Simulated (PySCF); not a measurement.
# BeH$_{2}$O$_{2}$: geometry relaxation (part 2 of 4)

The same run, continued: BeH$_{2}$O$_{2}$ (Be(OH)2), SMILES [OH][Be][OH]; HF/def2-SVPD, RHF (PySCF 2.14.0). The geometry comes from this level: GFN2-xTB.

Geometry of the input (Å):
```
Be 0.0026  -0.0047  0.0016
O  -0.1777  0.4086  1.3111
H  -0.3101  0.7100  2.1908
O  0.1857  -0.4258  -1.3044
H  0.2995  -0.6880  -2.1992
```

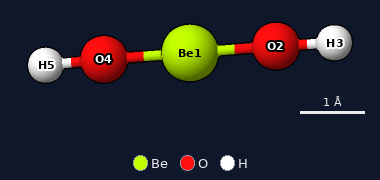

Figure 1. The starting structure (ball-and-stick view, seen at a tilt; atoms are numbered from 1 in the order of the input). Sticks mark near contacts.

**What the program printed, continued**
```
Geometry optimization cycle 13
Cartesian coordinates (Angstrom)
 Atom        New coordinates             dX        dY        dZ
  Be   0.052647  -0.099727   0.036037    0.007463 -0.020225  0.007201
   O  -0.105038   0.265654   1.395908    0.005042 -0.010171  0.006411
   H  -0.399605   0.886122   2.027983   -0.006937  0.016391 -0.022820
   O   0.266108  -0.610531  -1.272356    0.005335 -0.012780  0.001203
   H   0.185888  -0.441518  -2.187572   -0.010902  0.026784  0.008005
converged SCF energy = -165.530732332186
--------------- RHF_Scanner gradients ---------------
         x                y                z
0 Be    -0.0011113381     0.0036690392    -0.0008104251
1 O    -0.0000584117    -0.0005069255     0.0023531325
2 H     0.0002543910    -0.0005225778     0.0003318160
3 O     0.0007361219    -0.0021491138    -0.0020383643
4 H     0.0001792368    -0.0004904221     0.0001638409
----------------------------------------------
cycle 13: E = -165.530732332  dE = -0.000157699  norm(grad) = 0.00558697
Step   12 : Displace = 2.286e-02/2.993e-02 (rms/max) Trust = 3.000e-01 (=) Grad = 2.499e-03/3.918e-03 (rms/max) E (change) = -165.5307323322 (-1.577e-04) Quality = 1.749
Hessian Eigenvalues: 6.45480e-03 4.99999e-02 5.00000e-02 ... 5.28053e-01 6.25771e-01 6.36834e-01

Geometry optimization cycle 14
Cartesian coordinates (Angstrom)
 Atom        New coordinates             dX        dY        dZ
  Be   0.074488  -0.165087   0.059953    0.021842 -0.065359  0.023916
   O  -0.098323   0.251717   1.403310    0.006715 -0.013937  0.007401
   H  -0.412170   0.921367   1.974425   -0.012565  0.035245 -0.053558
   O   0.271376  -0.623948  -1.270028    0.005268 -0.013417  0.002328
   H   0.164629  -0.384049  -2.167660   -0.021260  0.057470  0.019912
converged SCF energy = -165.530979996014
--------------- RHF_Scanner gradients ---------------
         x                y                z
0 Be     0.0002023724    -0.0008784384     0.0008065224
1 O    -0.0003321163     0.0008450460     0.0003832500
2 H     0.0000212132     0.0000439763     0.0004132163
3 O     0.0001230971    -0.0000026906    -0.0011704665
4 H    -0.0000145664    -0.0000078933    -0.0004325222
----------------------------------------------
cycle 14: E = -165.530979996  dE = -0.000247664  norm(grad) = 0.00204451
Step   13 : Displace = 5.327e-02/7.271e-02 (rms/max) Trust = 3.000e-01 (=) Grad = 9.143e-04/1.210e-03 (rms/max) E (change) = -165.5309799960 (-2.477e-04) Quality = 0.888
Hessian Eigenvalues: 5.90184e-03 4.99998e-02 5.00000e-02 ... 5.08529e-01 6.25771e-01 6.37632e-01

Geometry optimization cycle 15
Cartesian coordinates (Angstrom)
 Atom        New coordinates             dX        dY        dZ
  Be   0.078070  -0.168701   0.060820    0.003582 -0.003615  0.000866
   O  -0.090766   0.237450   1.409163    0.007557 -0.014267  0.005853
   H  -0.418160   0.930164   1.944541   -0.005990  0.008798 -0.029884
   O   0.278308  -0.639941  -1.265545    0.006932 -0.015993  0.004483
   H   0.152547  -0.358972  -2.148979   -0.012081  0.025077  0.018681
converged SCF energy = -165.530975658082
--------------- RHF_Scanner gradients ---------------
         x                y                z
0 Be    -0.0003678425     0.0007095710    -0.0000250460
1 O     0.0000145188    -0.0000775562     0.0002766711
2 H     0.0001169986    -0.0001875143    -0.0003245403
3 O     0.0003916376    -0.0007441197    -0.0004459099
4 H    -0.0001553125     0.0002996192     0.0005188251
----------------------------------------------
cycle 15: E = -165.530975658  dE = 4.33793e-06  norm(grad) = 0.00147152
Step   14 : Displace = 2.355e-02/3.342e-02 (rms/max) Trust = 3.000e-01 (=) Grad = 6.581e-04/9.518e-04 (rms/max) E (change) = -165.5309756581 (+4.338e-06) Quality = -0.147
Hessian Eigenvalues: 1.47426e-02 4.99999e-02 5.00000e-02 ... 4.80176e-01 6.25805e-01 6.41641e-01

Geometry optimization cycle 16
Cartesian coordinates (Angstrom)
 Atom        New coordinates             dX        dY        dZ
  Be   0.076157  -0.164557   0.059701   -0.001914  0.004144 -0.001118
   O  -0.093655   0.243143   1.406455   -0.002889  0.005693 -0.002708
   H  -0.415722   0.925349   1.958184    0.002438 -0.004815  0.013643
   O   0.274889  -0.632119  -1.266731   -0.003419  0.007823 -0.001186
   H   0.158332  -0.371816  -2.157610    0.005784 -0.012845 -0.008631
converged SCF energy = -165.530996210291
--------------- RHF_Scanner gradients ---------------
         x                y                z
0 Be    -0.0001229499     0.0001828042     0.0001144852
1 O    -0.0000430507     0.0000389750    -0.0000186551
2 H     0.0000445382    -0.0000275468     0.0000265345
3 O     0.0002295048    -0.0003852298    -0.0001579984
4 H    -0.0001080424     0.0001909975     0.0000356338
----------------------------------------------
cycle 16: E = -165.53099621  dE = -2.05522e-05  norm(grad) = 0.000586744
Step   15 : Displace = 1.125e-02/1.645e-02 (rms/max) Trust = 1.177e-02 (-) Grad = 2.624e-04/4.754e-04 (rms/max) E (change) = -165.5309962103 (-2.055e-05) Quality = 0.964
Hessian Eigenvalues: 1.66709e-02 4.99987e-02 5.00000e-02 ... 4.81665e-01 6.25630e-01 6.41530e-01

Geometry optimization cycle 17
Cartesian coordinates (Angstrom)
 Atom        New coordinates             dX        dY        dZ
  Be   0.075125  -0.161621   0.058990   -0.001031  0.002936 -0.000711
   O  -0.094700   0.245418   1.405369   -0.001046  0.002275 -0.001086
   H  -0.414716   0.922646   1.964136    0.001006 -0.002703  0.005952
   O   0.272969  -0.627853  -1.267040   -0.001920  0.004265 -0.000310
   H   0.161322  -0.378589  -2.161456    0.002990 -0.006773 -0.003846
converged SCF energy = -165.530999365427
--------------- RHF_Scanner gradients ---------------
         x                y                z
0 Be    -0.0000259945     0.0000329042     0.0001149297
1 O    -0.0000935625     0.0001112191    -0.0001508292
2 H     0.0000643001    -0.0000686805     0.0000711191
3 O     0.0001209140    -0.0001679129    -0.0000515921
4 H    -0.0000656571     0.0000924701     0.0000163726
----------------------------------------------
cycle 17: E = -165.530999365  dE = -3.15514e-06  norm(grad) = 0.000362431
Step   16 : Displace = 5.529e-03/8.285e-03 (rms/max) Trust = 1.665e-02 (+) Grad = 1.621e-04/2.133e-04 (rms/max) E (change) = -165.5309993654 (-3.155e-06) Quality = 1.202
Hessian Eigenvalues: 1.54910e-02 4.99955e-02 5.00000e-02 ... 4.83198e-01 6.25467e-01 6.41529e-01

Geometry optimization cycle 18
Cartesian coordinates (Angstrom)
 Atom        New coordinates             dX        dY        dZ
  Be   0.075004  -0.160981   0.059065   -0.000122  0.000640  0.000074
   O  -0.094614   0.245522   1.405578    0.000086  0.000104  0.000209
   H  -0.414805   0.922193   1.964928   -0.000089 -0.000453  0.000792
   O   0.272190  -0.626297  -1.267034   -0.000779  0.001556  0.000006
   H   0.162225  -0.380437  -2.162537    0.000903 -0.001848 -0.001081
converged SCF energy = -165.531000177101
--------------- RHF_Scanner gradients ---------------
         x                y                z
0 Be     0.0000075588    -0.0000117947     0.0001139117
1 O    -0.0000989226     0.0001062218    -0.0001977810
2 H     0.0000605921    -0.0000603404     0.0000862805
3 O     0.0000870028    -0.0001026039     0.0000076369
4 H    -0.0000562310     0.0000685172    -0.0000100482
----------------------------------------------
cycle 18: E = -165.531000177  dE = -8.11674e-07  norm(grad) = 0.000337976
Step   17 : Displace = 1.393e-03/2.282e-03 (rms/max) Trust = 2.355e-02 (+) Grad = 1.511e-04/2.453e-04 (rms/max) E (change) = -165.5310001771 (-8.117e-07) Quality = 1.661
Hessian Eigenvalues: 1.38527e-02 4.35237e-02 5.00000e-02 ... 4.88783e-01 6.24730e-01 6.43845e-01

Geometry optimization cycle 19
Cartesian coordinates (Angstrom)
 Atom        New coordinates             dX        dY        dZ
  Be   0.074991  -0.159921   0.059708   -0.000012  0.001060  0.000643
   O  -0.093538   0.244447   1.407217    0.001076 -0.001075  0.001639
   H  -0.415803   0.921966   1.964477   -0.000998 -0.000227 -0.000452
   O   0.270190  -0.622645  -1.266836   -0.002001  0.003652  0.000198
   H   0.164160  -0.383847  -2.164565    0.001935 -0.003411 -0.002028
converged SCF energy = -165.531002155999
--------------- RHF_Scanner gradients ---------------
         x                y                z
0 Be     0.0000666612    -0.0000700751     0.0000882386
1 O    -0.0001021350     0.0000715231    -0.0002352915
2 H     0.0000505072    -0.0000371180     0.0000890815
3 O     0.0000218737     0.0000202134     0.0000998149
4 H    -0.0000369071     0.0000154566    -0.0000418436
----------------------------------------------
cycle 19: E = -165.531002156  dE = -1.9789e-06  norm(grad) = 0.00033781
Step   18 : Displace = 2.970e-03/4.314e-03 (rms/max) Trust = 3.330e-02 (+) Grad = 1.511e-04/2.663e-04 (rms/max) E (change) = -165.5310021560 (-1.979e-06) Quality = 1.456
Hessian Eigenvalues: 1.02653e-02 3.18864e-02 5.00000e-02 ... 4.91428e-01 6.24563e-01 6.44270e-01

Geometry optimization cycle 20
Cartesian coordinates (Angstrom)
 Atom        New coordinates             dX        dY        dZ
  Be   0.075238  -0.159653   0.060848    0.000247  0.000268  0.001140
   O  -0.091578   0.242003   1.409987    0.001960 -0.002444  0.002771
   H  -0.417586   0.922791   1.961311   -0.001784  0.000825 -0.003166
   O   0.268264  -0.619593  -1.266451   -0.001926  0.003052  0.000385
   H   0.165663  -0.385548  -2.165695    0.001503 -0.001701 -0.001130
converged SCF energy = -165.531003869347
--------------- RHF_Scanner gradients ---------------
         x                y                z
0 Be     0.0000856267    -0.0000707364     0.0000482453
1 O    -0.0000875655     0.0000132676    -0.0001753139
2 H     0.0000364561    -0.0000044441     0.0000572046
3 O    -0.0000097513     0.0000857072     0.0001156863
4 H    -0.0000247660    -0.0000237943    -0.0000458223
----------------------------------------------
cycle 20: E = -165.531003869  dE = -1.71335e-06  norm(grad) = 0.000286298
Step   19 : Displace = 3.215e-03/4.321e-03 (rms/max) Trust = 4.709e-02 (+) Grad = 1.280e-04/1.964e-04 (rms/max) E (change) = -165.5310038693 (-1.713e-06) Quality = 1.388
Hessian Eigenvalues: 8.40088e-03 2.51445e-02 5.00000e-02 ... 4.85045e-01 6.24489e-01 6.43008e-01

Geometry optimization cycle 21
Cartesian coordinates (Angstrom)
 Atom        New coordinates             dX        dY        dZ
  Be   0.075466  -0.160182   0.061789    0.000228 -0.000529  0.000941
   O  -0.089897   0.239775   1.412233    0.001682 -0.002228  0.002245
   H  -0.419093   0.924000   1.957600   -0.001506  0.001209 -0.003711
   O   0.267370  -0.618704  -1.266104   -0.000894  0.000889  0.000347
   H   0.166153  -0.384890  -2.165517    0.000490  0.000659  0.000177
converged SCF energy = -165.531004621209
--------------- RHF_Scanner gradients ---------------
         x                y                z
0 Be     0.0000529641    -0.0000248563     0.0000142181
1 O    -0.0000630309    -0.0000312986    -0.0000549832
2 H     0.0000277920     0.0000172762     0.0000098920
3 O     0.0000059290     0.0000727643     0.0000535800
4 H    -0.0000236542    -0.0000338855    -0.0000227068
----------------------------------------------
cycle 21: E = -165.531004621  dE = -7.51862e-07  norm(grad) = 0.000152294
Step   20 : Displace = 2.593e-03/4.029e-03 (rms/max) Trust = 6.660e-02 (+) Grad = 6.811e-05/9.056e-05 (rms/max) E (change) = -165.5310046212 (-7.519e-07) Quality = 1.223
Hessian Eigenvalues: 9.25122e-03 1.93567e-02 5.00000e-02 ... 4.77665e-01 6.24458e-01 6.41786e-01

Geometry optimization cycle 22
Cartesian coordinates (Angstrom)
 Atom        New coordinates             dX        dY        dZ
  Be   0.075468  -0.160678   0.061977    0.000002 -0.000497  0.000188
   O  -0.089450   0.239238   1.412685    0.000447 -0.000538  0.000452
   H  -0.419503   0.924475   1.956316   -0.000411  0.000475 -0.001283
   O   0.267445  -0.619339  -1.266022    0.000075 -0.000635  0.000082
   H   0.166040  -0.383695  -2.164956   -0.000113  0.001195  0.000562
converged SCF energy = -165.531004786501
--------------- RHF_Scanner gradients ---------------
         x                y                z
0 Be     0.0000198495     0.0000007132    -0.0000029526
1 O    -0.0000502336    -0.0000382475     0.0000064082
2 H     0.0000267934     0.0000222702    -0.0000061913
3 O     0.0000311130     0.0000413668     0.0000065495
4 H    -0.0000275223    -0.0000261026    -0.0000038139
----------------------------------------------
cycle 22: E = -165.531004787  dE = -1.65292e-07  norm(grad) = 9.92887e-05
Step   21 : Displace = 1.011e-03/1.423e-03 (rms/max) Trust = 9.418e-02 (+) Grad = 4.440e-05/6.346e-05 (rms/max) E (change) = -165.5310047865 (-1.653e-07) Quality = 1.358
Hessian Eigenvalues: 1.00286e-02 1.42970e-02 5.00000e-02 ... 4.83359e-01 6.24602e-01 6.42398e-01

Geometry optimization cycle 23
Cartesian coordinates (Angstrom)
 Atom        New coordinates             dX        dY        dZ
  Be   0.075384  -0.161025   0.061982   -0.000084 -0.000347  0.000005
   O  -0.089242   0.239186   1.412703    0.000208 -0.000051  0.000018
   H  -0.419747   0.924610   1.955836   -0.000244  0.000135 -0.000480
   O   0.267535  -0.620047  -1.266006    0.000090 -0.000708  0.000016
   H   0.166070  -0.382724  -2.164515    0.000029  0.000971  0.000441
converged SCF energy = -165.531004878489
--------------- RHF_Scanner gradients ---------------
         x                y                z
0 Be    -0.0000062533     0.0000118133    -0.0000151826
1 O    -0.0000427212    -0.0000360074     0.0000379732
2 H     0.0000284357     0.0000225836    -0.0000125106
3 O     0.0000521265     0.0000193557    -0.0000173344
4 H    -0.0000315877    -0.0000177452     0.0000070544
----------------------------------------------
cycle 23: E = -165.531004878  dE = -9.19879e-08  norm(grad) = 0.000105842
Step   22 : Displace = 6.377e-04/9.809e-04 (rms/max) Trust = 1.332e-01 (+) Grad = 4.733e-05/6.755e-05 (rms/max) E (change) = -165.5310048785 (-9.199e-08) Quality = 1.497
Hessian Eigenvalues: 1.00522e-02 1.14707e-02 4.90013e-02 ... 4.95636e-01 6.24623e-01 6.44444e-01

Geometry optimization cycle 24
Cartesian coordinates (Angstrom)
 Atom        New coordinates             dX        dY        dZ
  Be   0.075214  -0.161387   0.061963   -0.000170 -0.000362 -0.000019
   O  -0.088832   0.239294   1.412666    0.000410  0.000108 -0.000037
   H  -0.420306   0.924546   1.955432   -0.000558 -0.000064 -0.000404
   O   0.267391  -0.620886  -1.265994   -0.000144 -0.000839  0.000012
   H   0.166533  -0.381567  -2.164067    0.000463  0.001157  0.000448
converged SCF energy = -165.531005027434
--------------- RHF_Scanner gradients ---------------
         x                y                z
0 Be    -0.0000389301     0.0000196430    -0.0000280849
1 O    -0.0000341970    -0.0000332775     0.0000658028
2 H     0.0000318860     0.0000230991    -0.0000181799
3 O     0.0000782268    -0.0000000800    -0.0000374057
4 H    -0.0000369857    -0.0000093847     0.0000178677
----------------------------------------------
cycle 24: E = -165.531005027  dE = -1.48946e-07  norm(grad) = 0.000143079
Step   23 : Displace = 7.675e-04/1.048e-03 (rms/max) Trust = 1.884e-01 (+) Grad = 6.399e-05/8.671e-05 (rms/max) E (change) = -165.5310050274 (-1.489e-07) Quality = 1.677
Hessian Eigenvalues: 4.61472e-03 1.08140e-02 4.26373e-02 ... 5.02399e-01 6.24594e-01 6.46441e-01

Geometry optimization cycle 25
Cartesian coordinates (Angstrom)
 Atom        New coordinates             dX        dY        dZ
  Be   0.074636  -0.162289   0.061924   -0.000577 -0.000902 -0.000038
   O  -0.087052   0.239870   1.412611    0.001780  0.000576 -0.000055
   H  -0.422821   0.923828   1.954391   -0.002516 -0.000718 -0.001041
   O   0.266206  -0.623187  -1.265955   -0.001185 -0.002301  0.000038
   H   0.169031  -0.378222  -2.162972    0.002499  0.003345  0.001095
converged SCF energy = -165.531005591858
--------------- RHF_Scanner gradients ---------------
         x                y                z
0 Be    -0.0001322630     0.0000354752    -0.0000624942
1 O    -0.0000125358    -0.0000298924     0.0001340572
2 H     0.0000448390     0.0000268536    -0.0000339402
3 O     0.0001539014    -0.0000414324    -0.0000828570
4 H    -0.0000539416     0.0000089960     0.0000452341
----------------------------------------------
cycle 25: E = -165.531005592  dE = -5.64424e-07  norm(grad) = 0.000287867
Step   24 : Displace = 2.537e-03/3.068e-03 (rms/max) Trust = 2.664e-01 (+) Grad = 1.287e-04/1.796e-04 (rms/max) E (change) = -165.5310055919 (-5.644e-07) Quality = 1.686
Hessian Eigenvalues: 1.08771e-03 1.11294e-02 4.42120e-02 ... 5.21464e-01 6.24640e-01 6.52901e-01

Geometry optimization cycle 26
Cartesian coordinates (Angstrom)
 Atom        New coordinates             dX        dY        dZ
  Be   0.072301  -0.165414   0.061798   -0.002335 -0.003125 -0.000126
   O  -0.078480   0.242789   1.412484    0.008572  0.002919 -0.000127
   H  -0.435086   0.919461   1.950190   -0.012265 -0.004367 -0.004202
   O   0.259573  -0.631913  -1.265834   -0.006633 -0.008726  0.000122
   H   0.181692  -0.364923  -2.158639    0.012661  0.013299  0.004333
converged SCF energy = -165.531008129831
--------------- RHF_Scanner gradients ---------------
         x                y                z
0 Be    -0.0004877648     0.0001059339    -0.0001994264
1 O     0.0000647032    -0.0000371905     0.0003705099
2 H     0.0001057746     0.0000390836    -0.0001120997
3 O     0.0004415254    -0.0001799386    -0.0002282817
4 H    -0.0001242383     0.0000721116     0.0001692979
----------------------------------------------
cycle 26: E = -165.53100813  dE = -2.53797e-06  norm(grad) = 0.000886436
Step   25 : Displace = 1.128e-02/1.446e-02 (rms/max) Trust = 3.000e-01 (+) Grad = 3.964e-04/5.375e-04 (rms/max) E (change) = -165.5310081298 (-2.538e-06) Quality = 1.685
Hessian Eigenvalues: 2.38783e-04 1.11894e-02 4.98179e-02 ... 5.73550e-01 6.24715e-01 7.21418e-01

Geometry optimization cycle 27
Cartesian coordinates (Angstrom)
 Atom        New coordinates             dX        dY        dZ
  Be   0.062087  -0.176795   0.060344   -0.010214 -0.011381 -0.001454
   O  -0.039390   0.257044   1.409985    0.039090  0.014255 -0.002500
   H  -0.489631   0.894158   1.925808   -0.054544 -0.025303 -0.024382
   O   0.227261  -0.667000  -1.266083   -0.032312 -0.035088 -0.000249
   H   0.239672  -0.307407  -2.130054    0.057980  0.057516  0.028585
converged SCF energy = -165.530978033432
```
